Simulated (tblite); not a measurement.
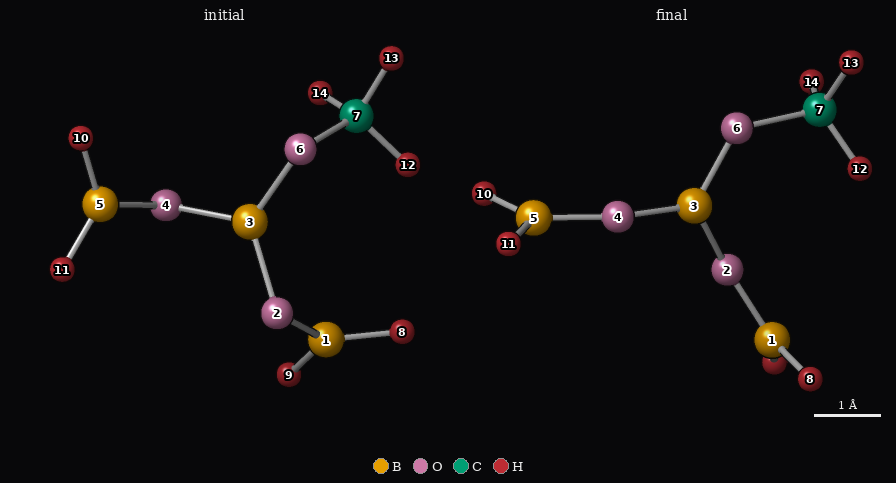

The structure of CH7B3O3 before (left) and after (right) a relaxation, at one scale.

Style: ball-and-stick. Shown at a tilt.

The calculation used GFN2-xTB geometry optimisation, gas phase in tblite. 

Q: Describe what moved and what it gained.

A: H10 moves most after the best rigid fit: 1.48 Å. By element the largest moves are H 1.48 Å, O 1.31 Å, B 0.46 Å, C 0.25 Å. Some distances before and after: B1–O2 1.463 → 1.308 Å, B3–O4 1.478 → 1.335 Å, O2–B3 1.480 → 1.347 Å, B3–O6 1.463 → 1.366 Å. Among the angles between lasting bonds that change: B3–O4–B5 105.3° → 160.9°, B1–O2–B3 105.7° → 157.5°, B3–O6–C7 108.9° → 122.9°. Groups turn about O2–B3 by about 175°, B3–O6 by about 95°, B1–O2 by about 90°. After 131 geometry steps the energy has fallen by 70.7 kcal/mol.
